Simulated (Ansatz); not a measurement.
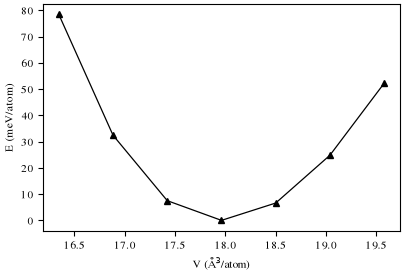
Figure: Au (fcc (Cu type), Fm-3m) under volume change, PBE in the plane-wave PAW code Ansatz, scaled uniformly.

Task: What does a third-order Birch–Murnaghan fit give for V₀, B₀ and B′?

Result: V₀ = 17.96 Å³/atom, B₀ = 139 GPa, B′ = 5.8.

The cell was relaxed with PBE under the symmetry of its start. Scalar-relativistic: spin–orbit coupling is off unless named, which matters more the heavier the elements.

Potentials: the later of the program's two PAW sets.
